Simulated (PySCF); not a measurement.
# CH₇NOSi: NMR shifts, electronic excitations and K edges in gas and solvents, part 1 of 2

Aim: compute the NMR shifts, electronic excitations and K edges of CH₇NOSi (`NC[SiH2]O`), and see what a dielectric continuum does where one was used.

Computed with PySCF 2.14.0, with density-fitted response routines of our own, on a single molecule, in the gas phase or a continuum. Atoms are numbered from 0 throughout.

### Step 1. The starting structure

11 atoms, charge 0, multiplicity 1; geometry from: GFN2-xTB.

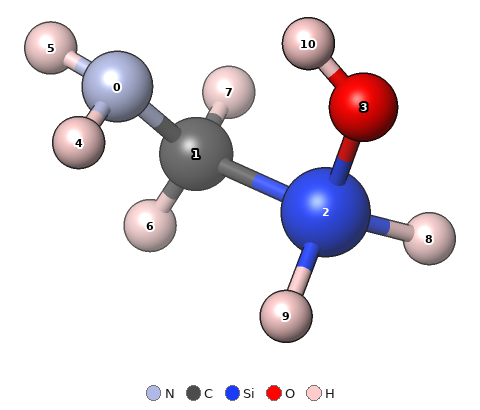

The starting geometry (nitrogen light blue, carbon dark grey, silicon blue, oxygen red, hydrogen pink), atoms numbered.

### Step 2. Geometry optimisation at PBE0-D3(BJ)/def2-SVP

What the job is given:

```
{"job": {"xc": "PBE0", "basis": "def2-SVP", "d3": "d3bj", "grid": 1, "kind": "geom"}, "charge": 0, "multiplicity": 1}
N     -1.176703     0.874343     0.006093
C     -0.729940    -0.516535    -0.108894
Si     1.179462    -0.526996    -0.024432
O      1.710363     0.741946    -0.885275
H     -0.964543     1.223681     0.935592
H     -2.183680     0.937523    -0.112304
H     -1.182701    -1.174100     0.645400
H     -1.065781    -0.882450    -1.081610
H      1.736472    -1.728523    -0.635534
H      1.601372    -0.376490     1.372580
H      1.081104     1.430272    -1.097658
```

Command:

```
$ OMP_NUM_THREADS=1 python probes_run.py task.json out
```

The driver reads the jobs from task.json and runs them one after another.

What it wrote:

```text
step   0  E = -461.27945425  max force = 0.021877
step   1  E = -461.28401127  max force = 0.003022
step   2  E = -461.28425133  max force = 0.001812
step   3  E = -461.28433412  max force = 0.000718
step   4  E = -461.28435567  max force = 0.000458
step   5  E = -461.28437075  max force = 0.000468
step   6  E = -461.28438163  max force = 0.000654
step   7  E = -461.28439044  max force = 0.000491
step   8  E = -461.28439491  max force = 0.000189
optimisation converged
```

It took 68 s on 1 thread, shared host.

Along the way:

| step | energy from step 0 (eV) | largest force component (eV/Å) |
| --- | --- | --- |
| 0 | 0.0000 | 1.1250 |
| 1 | -0.1240 | 0.1554 |
| 2 | -0.1305 | 0.0932 |
| 3 | -0.1328 | 0.0369 |
| 4 | -0.1334 | 0.0236 |
| 5 | -0.1338 | 0.0241 |
| 6 | -0.1341 | 0.0336 |
| 7 | -0.1343 | 0.0252 |
| 8 | -0.1344 | 0.0097 |

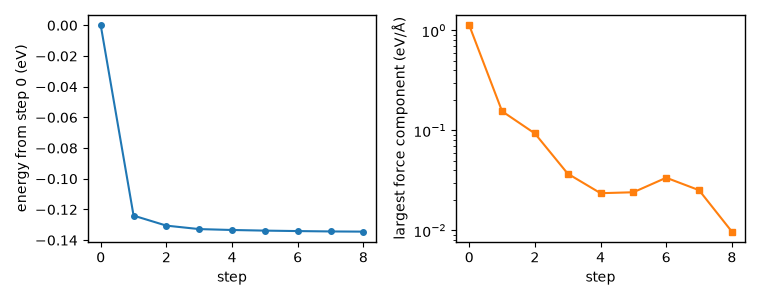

Energy and largest force along the relaxation.

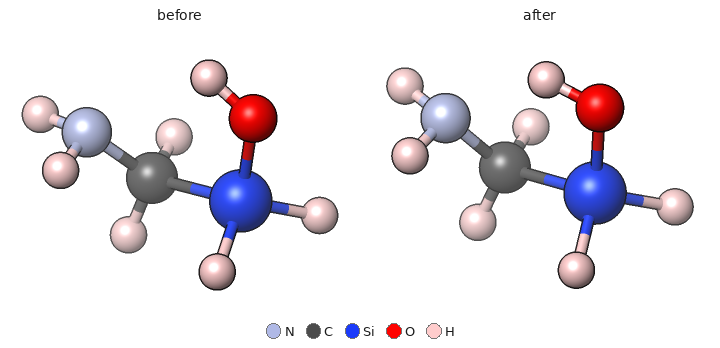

The geometry before (left) and after (right).

Close pairs (by a distance rule), those that changed most:

| bond | before (Å) | after (Å) | change (Å) |
| --- | --- | --- | --- |
| Si2–O3 | 1.623 | 1.664 | +0.041 |
| Si2–H8 | 1.459 | 1.492 | +0.034 |
| Si2–H9 | 1.467 | 1.499 | +0.032 |
| O3–H10 | 0.956 | 0.977 | +0.021 |
| C1–H7 | 1.092 | 1.103 | +0.011 |
| C1–H6 | 1.098 | 1.108 | +0.009 |
| C1–Si2 | 1.911 | 1.903 | -0.009 |
| N0–H4 | 1.015 | 1.019 | +0.003 |

The final coordinates are the input of the step that follows.

| at the end point | value |
| --- | --- |
| point group (found at 0.08 Å tolerance) | C1 |
| rotational constants (GHz, main isotopes) | 9.278, 4.402, 3.311 |
| dipole moment (D) | 3.47 |

### Step 3. Shielding tensors: PBE0/pcSseg-1 in acetone

What the job is given:

```
{"job": {"kind": "nmr", "xc": "PBE0", "basis": "pcSseg-1", "solvent": "acetone", "pop": true}, "charge": 0, "multiplicity": 1}
N     -1.051211     0.914446    -0.066547
C     -0.705527    -0.508186    -0.110435
Si     1.193345    -0.588963    -0.022108
O      1.646009     0.780173    -0.852209
H     -1.017690     1.265900     0.889104
H     -1.997776     1.082439    -0.401231
H     -1.227054    -1.145309     0.630273
H     -0.983763    -0.899087    -1.104062
H      1.735778    -1.821594    -0.664774
H      1.657319    -0.565086     1.402987
H      0.841337     1.333885    -0.883381
```

Method: GIAO PBE0/pcSseg-1 NMR shielding, non-relativistic, IEF-PCM acetone.

What it wrote:

```text
coarse grid: 9200 points
cycle   1  E = -461.3543293444  dE =  2.091e-01  |g| = 7.245e-01  |ddm| = 2.784e+00
cycle   2  E = -461.2362484677  dE =  1.181e-01  |g| = 1.079e+00  |ddm| = 1.412e+00
cycle   3  E = -461.4492452043  dE = -2.130e-01  |g| = 7.511e-02  |ddm| = 9.660e-01
cycle   4  E = -461.4501018559  dE = -8.567e-04  |g| = 3.843e-02  |ddm| = 8.023e-02
cycle   5  E = -461.4504284178  dE = -3.266e-04  |g| = 5.657e-03  |ddm| = 3.166e-02
cycle   6  E = -461.4504342339  dE = -5.816e-06  |g| = 2.047e-03  |ddm| = 5.184e-03
final grid: 82944 points
cycle   7  E = -461.4799875654  dE = -1.505e-05  |g| = 8.953e-03  |ddm| = 1.482e-02
cycle   8  E = -461.4799696898  dE =  1.788e-05  |g| = 1.323e-02  |ddm| = 1.499e-02
cycle   9  E = -461.4800030604  dE = -3.337e-05  |g| = 5.887e-04  |ddm| = 8.986e-03
cycle  10  E = -461.4800031159  dE = -5.545e-08  |g| = 2.120e-04  |ddm| = 5.188e-04
cycle  11  E = -461.4800031248  dE = -8.893e-09  |g| = 3.922e-05  |ddm| = 1.912e-04
cycle  12  E = -461.4800031250  dE = -2.391e-10  |g| = 1.603e-05  |ddm| = 3.981e-05
converged SCF energy = -461.4800031250

GIAO shielding tensors (ppm)
atom      isotropic    diamagn.    paramagn.     s11        s22        s33       span
  0 N      250.256     316.216     -65.960    212.876    249.893    287.999     75.123
  1 C      156.630     249.584     -92.953    134.084    152.529    183.278     49.194
  2 Si     370.533     878.594    -508.061    329.862    354.455    427.281     97.420
  3 O      330.737     391.802     -61.065    277.633    351.265    363.313     85.680
  4 H       31.032      31.630      -0.598     23.792     27.691     41.614     17.823
  5 H       30.107      30.316      -0.208     22.009     26.652     41.661     19.653
  6 H       28.759      29.917      -1.158     23.707     27.032     35.539     11.832
  7 H       28.814      30.303      -1.489     24.669     26.839     34.933     10.263
  8 H       26.556      28.385      -1.829     23.711     24.411     31.546      7.836
  9 H       26.537      28.930      -2.393     23.420     24.351     31.839      8.419
 10 H       27.127      31.256      -4.129     14.943     24.719     41.720     26.777
```

It took 24 s on 1 thread, shared host.

The references, computed at this level on geometries of the same kind, shield at (ppm): 1H TMS 31.24, 13C TMS 185.4, 29Si TMS 351.8, 15N NH3 268.4, 17O H2O 342.8. Their shielding less the atom's gives the shift. The references are single molecules in the same continuum, so shifts against H2O, NH3, PH3, H3PO4 or CFCl3 are not on the usual liquid scales and can be off by tens of ppm. Atoms listed in one row are averaged.

| atoms | environment | σ (ppm) | δ (ppm) |
| --- | --- | --- | --- |
| C1 | sp3 CH2 bonded to N and Si | 156.6 | 28.8 |
| H8, H9 | hydrogen on a silicon bonded to C, O | 26.55 | 4.69 |
| H10 | hydrogen on an oxygen bonded to Si | 27.13 | 4.11 |
| H6, H7 | hydrogen on an sp3 CH2 bonded to N and Si | 28.79 | 2.45 |
| H4, H5 | hydrogen on an amine nitrogen | 30.57 | 0.67 |
| N0 | amine nitrogen | 250.3 | 18.2 |
| Si2 | silicon bonded to C, O, 2 H | 370.5 | -18.7 |
| O3 | oxygen bonded to Si, H | 330.7 | 12.0 |

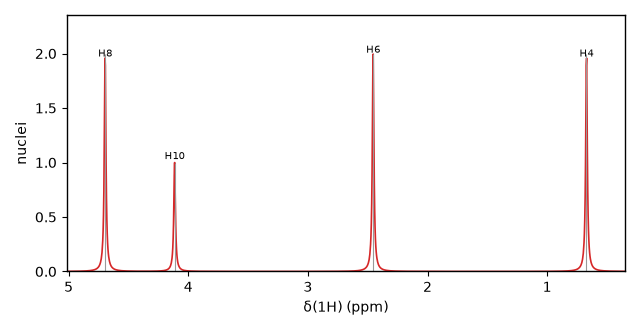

1H lines at the computed shifts, without couplings. Lines are broadened to a width of 0.02 ppm (Lorentzian).

Charges from the same density, by scheme (e):

| atoms | Mulliken | IAO | Hirshfeld | ESP fit |
| --- | --- | --- | --- | --- |
| N0 | -0.52 | -0.57 | -0.21 | -0.84 |
| C1 | -0.39 | -0.45 | -0.11 | 0.06 |
| Si2 | 0.84 | 0.99 | 0.39 | 0.65 |
| O3 | -0.61 | -0.83 | -0.35 | -0.65 |

Hirshfeld charges:

| atom | value (e) |
| --- | --- |
| N0 | -0.21 |
| C1 | -0.11 |
| Si2 | 0.39 |
| O3 | -0.35 |
| H4 | 0.13 |
| H5 | 0.13 |
| H6 | 0.04 |
| H7 | 0.05 |
| H8 | -0.08 |
| H9 | -0.10 |
| H10 | 0.12 |

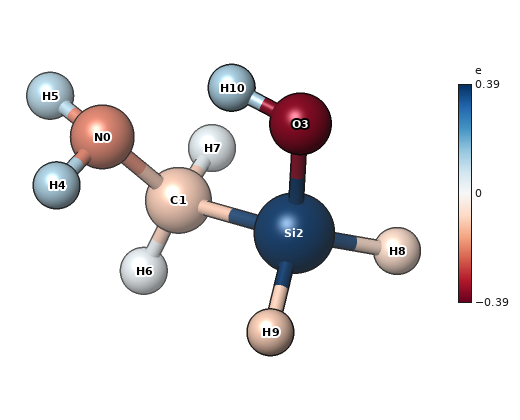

Hirshfeld charges, as colours on the atoms.

Mayer bond orders: N0–C1 0.98, C1–Si2 0.91, Si2–O3 1.03.

### Step 4. NMR shieldings: PBE0/pcSseg-1 in dimethylsulfoxide

Same as in step 3 but for these lines:

```diff
@@ -1,2 +1,2 @@
-{"job": {"kind": "nmr", "xc": "PBE0", "basis": "pcSseg-1", "solvent": "acetone", "pop": true}, "charge": 0, "multiplicity": 1}
+{"job": {"kind": "nmr", "xc": "PBE0", "basis": "pcSseg-1", "solvent": "dimethylsulfoxide", "pop": false}, "charge": 0, "multiplicity": 1}
 N     -1.051211     0.914446    -0.066547
```

Method: GIAO PBE0/pcSseg-1 NMR shielding, non-relativistic, IEF-PCM dimethylsulfoxide.

What it wrote:

```text
coarse grid: 9200 points
cycle   1  E = -461.3549474376  dE =  2.085e-01  |g| = 7.240e-01  |ddm| = 2.784e+00
cycle   2  E = -461.2379764693  dE =  1.170e-01  |g| = 1.076e+00  |ddm| = 1.405e+00
cycle   3  E = -461.4496753600  dE = -2.117e-01  |g| = 7.462e-02  |ddm| = 9.588e-01
cycle   4  E = -461.4505191838  dE = -8.438e-04  |g| = 3.819e-02  |ddm| = 7.964e-02
cycle   5  E = -461.4508416484  dE = -3.225e-04  |g| = 5.614e-03  |ddm| = 3.147e-02
cycle   6  E = -461.4508473635  dE = -5.715e-06  |g| = 2.043e-03  |ddm| = 5.156e-03
final grid: 82944 points
cycle   7  E = -461.4803978105  dE = -1.507e-05  |g| = 8.940e-03  |ddm| = 1.480e-02
cycle   8  E = -461.4803800498  dE =  1.776e-05  |g| = 1.320e-02  |ddm| = 1.497e-02
cycle   9  E = -461.4804132691  dE = -3.322e-05  |g| = 5.857e-04  |ddm| = 8.955e-03
cycle  10  E = -461.4804133239  dE = -5.487e-08  |g| = 2.123e-04  |ddm| = 5.161e-04
cycle  11  E = -461.4804133329  dE = -8.918e-09  |g| = 3.935e-05  |ddm| = 1.923e-04
cycle  12  E = -461.4804133331  dE = -2.476e-10  |g| = 1.610e-05  |ddm| = 4.025e-05
converged SCF energy = -461.4804133331

GIAO shielding tensors (ppm)
atom      isotropic    diamagn.    paramagn.     s11        s22        s33       span
  0 N      250.417     316.264     -65.847    212.991    250.080    288.180     75.189
  1 C      156.641     249.560     -92.919    134.089    152.524    183.311     49.222
  2 Si     370.451     878.602    -508.151    329.885    354.353    427.114     97.229
  3 O      330.877     391.877     -61.000    277.927    351.347    363.357     85.430
  4 H       31.010      31.616      -0.606     23.764     27.653     41.614     17.850
  5 H       30.089      30.300      -0.211     21.988     26.618     41.661     19.673
  6 H       28.747      29.898      -1.151     23.695     27.012     35.533     11.838
  7 H       28.807      30.289      -1.483     24.659     26.832     34.928     10.269
  8 H       26.559      28.394      -1.835     23.714     24.417     31.547      7.834
  9 H       26.540      28.939      -2.398     23.421     24.357     31.843      8.422
 10 H       27.110      31.264      -4.154     14.917     24.690     41.723     26.807
```

It took 17 s on 1 thread, shared host.

Key values: δ C1 28.8, N0 18.1, Si2 -18.7, O3 12.2, H8 4.69, H10 4.13 ppm (means over like atoms).

### Step 5. Excited states and response: PBE0/def2-SVPD

Same as in step 4 but for these lines:

```diff
@@ -1,2 +1,2 @@
-{"job": {"kind": "nmr", "xc": "PBE0", "basis": "pcSseg-1", "solvent": "dimethylsulfoxide", "pop": false}, "charge": 0, "multiplicity": 1}
+{"job": {"kind": "uv", "xc": "PBE0", "basis": "def2-SVPD", "dynamic": true, "nstates": 6, "ntriplets": 0}, "charge": 0, "multiplicity": 1}
 N     -1.051211     0.914446    -0.066547
```

With the program's defaults for keys left out, this is: TDDFT PBE0/def2-SVPD, vertical, gas phase, core orbitals frozen in the response.

What it wrote:

```text
coarse grid: 9200 points
cycle   1  E = -461.1422205011  dE =  1.920e-01  |g| = 6.954e-01  |ddm| = 3.661e+00
cycle   2  E = -460.9734690648  dE =  1.688e-01  |g| = 1.152e+00  |ddm| = 1.567e+00
cycle   3  E = -461.2378491737  dE = -2.644e-01  |g| = 8.680e-02  |ddm| = 9.294e-01
cycle   4  E = -461.2390860913  dE = -1.237e-03  |g| = 4.595e-02  |ddm| = 1.387e-01
cycle   5  E = -461.2395727223  dE = -4.866e-04  |g| = 7.850e-03  |ddm| = 5.276e-02
cycle   6  E = -461.2395862657  dE = -1.354e-05  |g| = 2.383e-03  |ddm| = 1.087e-02
cycle   7  E = -461.2395875250  dE = -1.259e-06  |g| = 4.246e-04  |ddm| = 3.335e-03
final grid: 82944 points
cycle   8  E = -461.2990494115  dE = -1.870e-05  |g| = 7.833e-03  |ddm| = 6.166e-02
cycle   9  E = -461.2990323918  dE =  1.702e-05  |g| = 1.195e-02  |ddm| = 1.812e-02
cycle  10  E = -461.2990628303  dE = -3.044e-05  |g| = 8.126e-04  |ddm| = 1.046e-02
cycle  11  E = -461.2990629657  dE = -1.354e-07  |g| = 1.516e-04  |ddm| = 8.261e-04
cycle  12  E = -461.2990629712  dE = -5.433e-09  |g| = 4.674e-05  |ddm| = 2.464e-04
cycle  13  E = -461.2990629716  dE = -4.195e-10  |g| = 2.042e-05  |ddm| = 6.446e-05
converged SCF energy = -461.2990629716

Static polarisability (au): isotropic 53.431, principal 48.827 51.723 59.744

Singlet excitations
state   eV       nm        f      main configurations
  1   6.2753    197.6   0.01487   H->L 0.97
  2   6.9061    179.5   0.02084   H->L+1 0.93
  3   7.2106    171.9   0.01459   H-1->L 0.74, H-1->L+1 0.16
  4   7.6277    162.5   0.01954   H-1->L+1 0.72, H-1->L 0.14
  5   7.7366    160.3   0.00868   H->L+2 0.59, H->L+3 0.20
  6   7.8435    158.1   0.01204   H->L+4 0.32, H->L+3 0.31, H-2->L 0.15
```

Wall time 31 s (1 thread, shared host).

Frontier orbitals and where they lie:

| orbital | eV | atoms |
| --- | --- | --- |
| HOMO−3 | -10.01 | O3 42 %, Si2 18 %, H9 12 % |
| HOMO−2 | -8.99 | O3 26 %, C1 25 %, Si2 16 % |
| HOMO−1 | -8.29 | O3 43 %, Si2 20 %, H9 16 % |
| HOMO | -7.49 | N0 50 %, C1 18 %, Si2 8 % |
| LUMO | 0.23 | Si2 22 %, H5 14 %, C1 12 % |
| LUMO+1 | 0.61 | Si2 29 %, C1 13 %, H8 12 % |
| LUMO+2 | 1.37 | Si2 40 %, H9 14 %, O3 9 % |

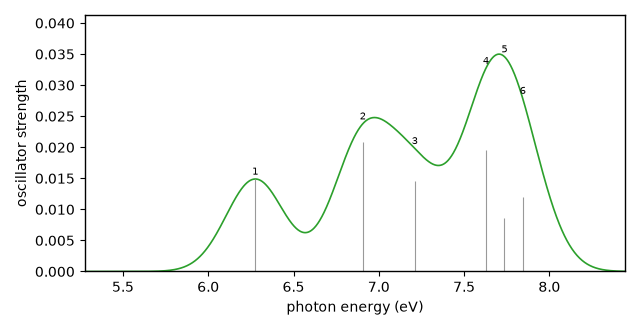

Absorption spectrum from the 6 singlet states computed; above the last one it falls off for lack of states. Lines are broadened to a width of 0.40 eV (Gaussian).

Ground-state properties from the same run:

| property | computed |
| --- | --- |
| dipole moment (D) | 3.39 |
| polarisability (Å³) | 7.92 |
| HOMO–LUMO gap (eV) | 7.71 |
| −ε(HOMO) (eV) | 7.49 |
| C6 with itself (au) | 1159 |

### Step 6. Ultraviolet spectrum: PBE0/def2-SVPD in acetone

Same as in step 5 but for these lines:

```diff
@@ -1,2 +1,2 @@
-{"job": {"kind": "uv", "xc": "PBE0", "basis": "def2-SVPD", "dynamic": true, "nstates": 6, "ntriplets": 0}, "charge": 0, "multiplicity": 1}
+{"job": {"kind": "uv", "xc": "PBE0", "basis": "def2-SVPD", "solvent": "acetone", "nstates": 6, "ntriplets": 0}, "charge": 0, "multiplicity": 1}
 N     -1.051211     0.914446    -0.066547
```

Method: TDDFT PBE0/def2-SVPD, vertical, IEF-PCM acetone (non-equilibrium linear response), core orbitals frozen in the response.

What it wrote:

```text
coarse grid: 9200 points
cycle   1  E = -461.1570054923  dE =  1.776e-01  |g| = 6.806e-01  |ddm| = 3.663e+00
cycle   2  E = -461.0204363615  dE =  1.366e-01  |g| = 1.075e+00  |ddm| = 1.626e+00
cycle   3  E = -461.2469989818  dE = -2.266e-01  |g| = 7.522e-02  |ddm| = 9.061e-01
cycle   4  E = -461.2478862615  dE = -8.873e-04  |g| = 4.050e-02  |ddm| = 1.267e-01
cycle   5  E = -461.2482672667  dE = -3.810e-04  |g| = 6.037e-03  |ddm| = 5.170e-02
cycle   6  E = -461.2482743069  dE = -7.040e-06  |g| = 2.180e-03  |ddm| = 8.849e-03
final grid: 82944 points
cycle   7  E = -461.3076811228  dE = -1.761e-05  |g| = 8.458e-03  |ddm| = 6.120e-02
cycle   8  E = -461.3076619403  dE =  1.918e-05  |g| = 1.292e-02  |ddm| = 2.195e-02
cycle   9  E = -461.3076960379  dE = -3.410e-05  |g| = 5.765e-04  |ddm| = 1.203e-02
cycle  10  E = -461.3076960987  dE = -6.076e-08  |g| = 1.847e-04  |ddm| = 6.500e-04
cycle  11  E = -461.3076961061  dE = -7.460e-09  |g| = 3.985e-05  |ddm| = 3.078e-04
cycle  12  E = -461.3076961064  dE = -3.253e-10  |g| = 1.581e-05  |ddm| = 6.176e-05
converged SCF energy = -461.3076961064

Static polarisability (au): isotropic 70.001, principal 65.714 68.200 76.090

Singlet excitations
state   eV       nm        f      main configurations
  1   6.2534    198.3   0.02630   H->L 0.92
  2   6.7822    182.8   0.01950   H->L+1 0.92
  3   7.3199    169.4   0.00573   H-1->L 0.91
  4   7.5473    164.3   0.02322   H->L+2 0.75, H->L+3 0.16
  5   7.7911    159.1   0.05052   H->L+3 0.41, H-2->L 0.35, H->L+2 0.14
  6   7.8948    157.0   0.02519   H->L+3 0.30, H-1->L+1 0.27, H-2->L 0.26
```

It took 27 s on 1 thread, shared host.

This run: HOMO -7.18 eV, LUMO 0.39 eV; lowest singlet 6.25 eV.

### Step 7. Excited states and response: PBE0/def2-SVPD in dimethylsulfoxide

Same as in step 6 but for these lines:

```diff
@@ -1,2 +1,2 @@
-{"job": {"kind": "uv", "xc": "PBE0", "basis": "def2-SVPD", "solvent": "acetone", "nstates": 6, "ntriplets": 0}, "charge": 0, "multiplicity": 1}
+{"job": {"kind": "uv", "xc": "PBE0", "basis": "def2-SVPD", "solvent": "dimethylsulfoxide", "nstates": 6, "ntriplets": 0}, "charge": 0, "multiplicity": 1}
 N     -1.051211     0.914446    -0.066547
```

Method: TDDFT PBE0/def2-SVPD, vertical, IEF-PCM dimethylsulfoxide (non-equilibrium linear response), core orbitals frozen in the response.

What it wrote:

```text
coarse grid: 9200 points
cycle   1  E = -461.1576096906  dE =  1.770e-01  |g| = 6.801e-01  |ddm| = 3.664e+00
cycle   2  E = -461.0220031603  dE =  1.356e-01  |g| = 1.073e+00  |ddm| = 1.630e+00
cycle   3  E = -461.2474239478  dE = -2.254e-01  |g| = 7.490e-02  |ddm| = 9.061e-01
cycle   4  E = -461.2483030341  dE = -8.791e-04  |g| = 4.033e-02  |ddm| = 1.263e-01
cycle   5  E = -461.2486809161  dE = -3.779e-04  |g| = 5.995e-03  |ddm| = 5.194e-02
cycle   6  E = -461.2486878399  dE = -6.924e-06  |g| = 2.177e-03  |ddm| = 8.887e-03
final grid: 82944 points
cycle   7  E = -461.3080920316  dE = -1.762e-05  |g| = 8.449e-03  |ddm| = 6.124e-02
cycle   8  E = -461.3080729456  dE =  1.909e-05  |g| = 1.290e-02  |ddm| = 2.202e-02
cycle   9  E = -461.3081069219  dE = -3.398e-05  |g| = 5.746e-04  |ddm| = 1.205e-02
cycle  10  E = -461.3081069823  dE = -6.045e-08  |g| = 1.849e-04  |ddm| = 6.500e-04
cycle  11  E = -461.3081069898  dE = -7.487e-09  |g| = 3.995e-05  |ddm| = 3.115e-04
cycle  12  E = -461.3081069902  dE = -3.251e-10  |g| = 1.594e-05  |ddm| = 6.221e-05
converged SCF energy = -461.3081069902

Static polarisability (au): isotropic 70.963, principal 66.803 69.158 76.927

Singlet excitations
state   eV       nm        f      main configurations
  1   6.2439    198.6   0.02822   H->L 0.92
  2   6.7772    182.9   0.02021   H->L+1 0.92
  3   7.3184    169.4   0.00581   H-1->L 0.91
  4   7.5346    164.6   0.02628   H->L+2 0.76, H->L+3 0.15
  5   7.7823    159.3   0.05349   H->L+3 0.43, H-2->L 0.34, H->L+2 0.14
  6   7.8899    157.1   0.03153   H-2->L 0.32, H->L+3 0.31, H-1->L+1 0.21
```

It took 27 s on 1 thread, shared host.

This run: HOMO -7.17 eV, LUMO 0.39 eV; lowest singlet 6.24 eV.

(Continued in part 2 of 2.)
